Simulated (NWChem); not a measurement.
**How basis sets differ on AlHOF (SMILES [O][AlH][F])**

The species is AlHOF (4 atoms), meant as a doublet with charge 0. SMILES: `[O][AlH][F]`. The shape is that of a PBE0-D4/def2-TZVP optimisation.

Quantity: the lowest excitation energy, in eV. The values are calculated.

| level | kind | program | value (eV) | CPU time |
| --- | --- | --- | --- | --- |
| TDA-CAM-B3LYP/DGauss-DZVP | perturbation theory | NWChem | 0.46 | 42 s |
| TDA-CAM-B3LYP/SBKJC-VDZ (core potential) | perturbation theory | NWChem | 0.53 | 19 s |
| TDA-CAM-B3LYP/MINI | perturbation theory | NWChem | 0.47 | 14 s |
| TDA-CAM-B3LYP/LANL2DZ (core potential) | perturbation theory | NWChem | 0.41 | 19 s |
| TDA-CAM-B3LYP/jorge-DZP | perturbation theory | NWChem | 0.47 | 75 s |

The values span 0.41 to 0.53 eV. CPU times are rough (shared hosts, several kinds of processor): they show what a rung costs within a factor of a few.

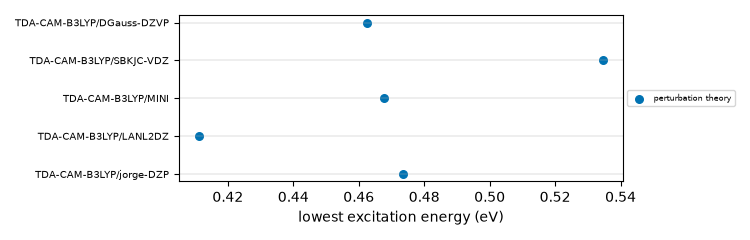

The values of the table, level by level.
